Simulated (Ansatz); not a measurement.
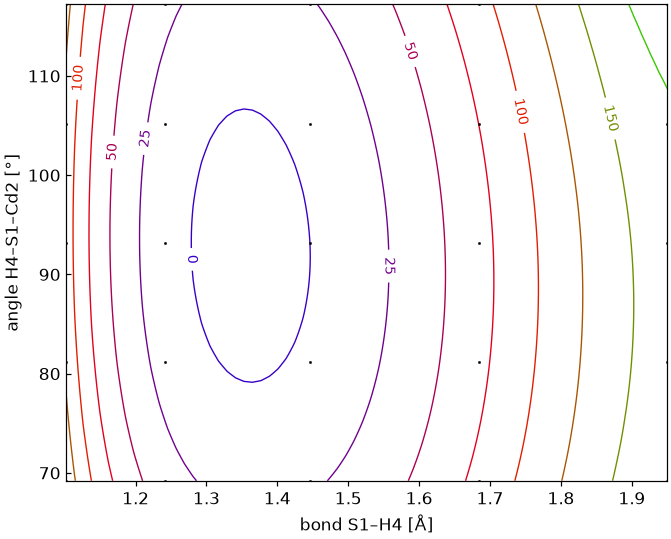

Energy landscape of CdClHS, SMILES [SH][Cd][Cl]. 
- Two internal coordinates are moved rigidly from the geometry relaxed at PBE0-D4/def2-TZVP, all others fixed.
- The first coordinate is: bond S1–H4; the second: angle H4–S1–Cd2.
- Grid: 5 × 5 points.
- Points are written as (first, second).
- Energies are in kJ/mol, from the lowest grid point.
- All numbers below come from RKS PBE-D4/def2-TZVPP (Ansatz).

Drawn: contour lines labelled in kJ/mol, dots at the grid points. Between grid points the surface is interpolated. 

**Where are the wells?**

The lowest grid point is at (1.446 Å, 93.2°). The bottom of the well lies between grid points, at about (1.352 Å, 93°), about 7.9 kJ/mol lower on the interpolated surface. No other kind of well shows on this grid. The highest grid point, (1.950 Å, 117.2°), lies 187 kJ/mol above the lowest. Round the minimum the two coordinates are nearly uncoupled.

Grid values (kJ/mol):

```csv
"angle H4–S1–Cd2 ↓, bond S1–H4 →",1.102,1.242,1.446,1.685,1.950
117.2,133,31,23,92,187
105.2,118,16,7,75,171
93.2,113,10,0,68,163
81.2,121,17,4,70,162
69.2,143,37,22,82,168
```
